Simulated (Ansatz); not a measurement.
## Electronic structure of CH$_{7}$BNSi (charge +1) in real space

Input

```
crystal:
  periodic: [false, false, false]
  atoms:
    - { symbol: Si, position_ang: [-0.86998, 1.3533, 0.02872] }
    - { symbol: "N", position_ang: [0.51525, 0.09784, 0.14563] }
    - { symbol: B, position_ang: [1.15497, -0.59896, -0.97337] }
    - { symbol: C, position_ang: [1.89747, 0.49197, -0.25528] }
    - { symbol: H, position_ang: [-0.67103, 1.81943, -1.34042] }
    - { symbol: H, position_ang: [-0.51653, 2.26756, 1.10551] }
    - { symbol: H, position_ang: [-2.05215, 0.52768, 0.24022] }
    - { symbol: H, position_ang: [0.44961, -0.41961, 1.01829] }
    - { symbol: H, position_ang: [0.93573, -1.43895, -1.72593] }
    - { symbol: H, position_ang: [2.68493, 0.29147, 0.46158] }
    - { symbol: H, position_ang: [1.97427, 1.49869, -0.64753] }
total_charge: 1
basis:
  gaussian: { orbitals: cc-pVDZ }
hamiltonian:
  xc: pbe
relax:
  f_tol: 0.015
  max_steps: 40
output:
  orbitals: {}
```

Launched as:

```sh
ansatz run input.yaml --threads 2 --pin off --max-ram 3072MiB --backend cpu --events-out ev --progress --plain --runs-dir out
```

The fields are those of the relaxed geometry.

Method: Ansatz, RKS PBE/cc-pVDZ.

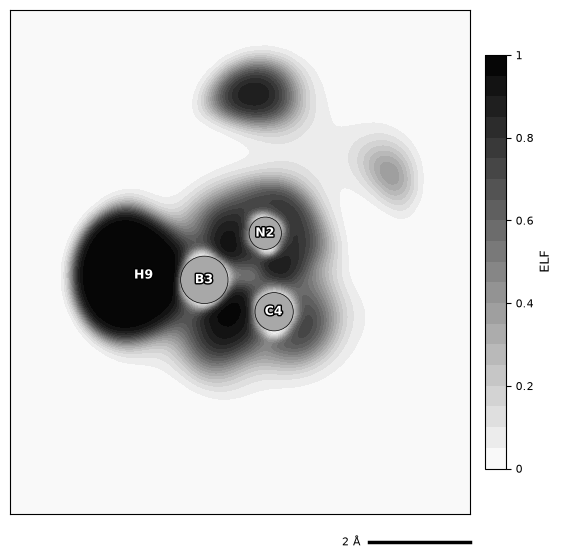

Figure 1. ELF on the plane of atoms B3, N2 and C4. Grey discs cover the atomic cores.

Q: What does the map show?

A:
- The section cuts through N, B, C and H sites.
- B–N (1.51 Å): the ELF peaks at about 0.85 between the atoms: a shared but strongly polarised pair.
- C–B (1.51 Å): the ELF peaks at about 0.90 between the atoms; localised, covalent bonding.
- C–N (1.56 Å): the ELF peaks at about 0.85 between the atoms (a covalent bond).
- B–H (1.19 Å): the ELF climbs to about 1 towards the hydrogen, as it does in any bond to H; an ordinary covalent bond to hydrogen.

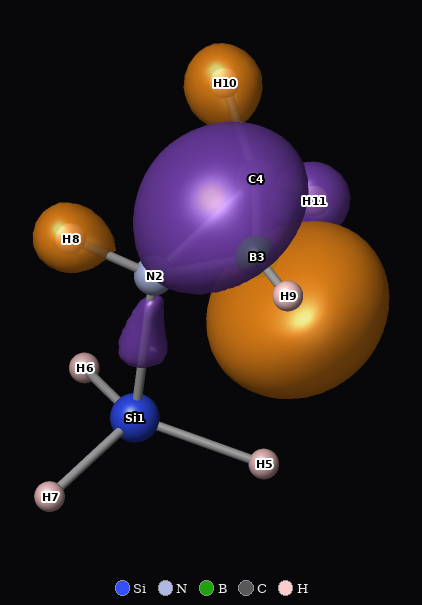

Figure 2. One frontier orbital at ±0.15 Å⁻³ᐟ² (orange and purple are the two phases), seen at an oblique angle.

Q: Which orbital is it: HOMO or LUMO?

A: The LUMO, at −8.21 eV. By Hirshfeld shares it lies mainly on B3 (about 60 %), C4 (about 10 %), N2 (about 5 %) and H9 (about 5 %).

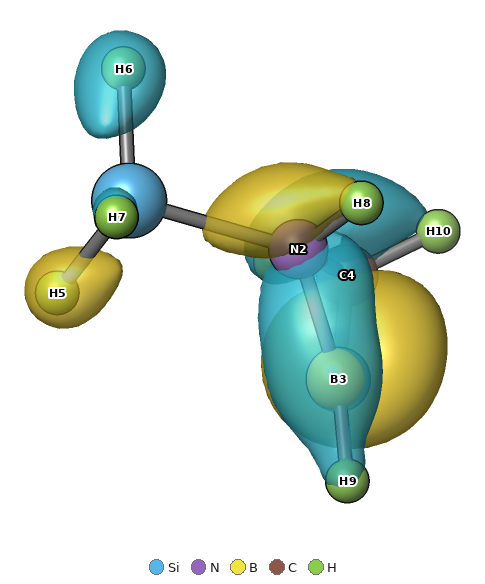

Figure 3. The HOMO at ±0.15 Å⁻³ᐟ² (yellow and cyan are the two phases), seen at an oblique angle.

Q: Where does this orbital lie, and at what energy?

A: Its weight (Hirshfeld) is mainly on C4 (about 30 %), B3 (about 25 %), N2 (about 15 %) and Si1 (about 10 %). Its energy is −13.11 eV.
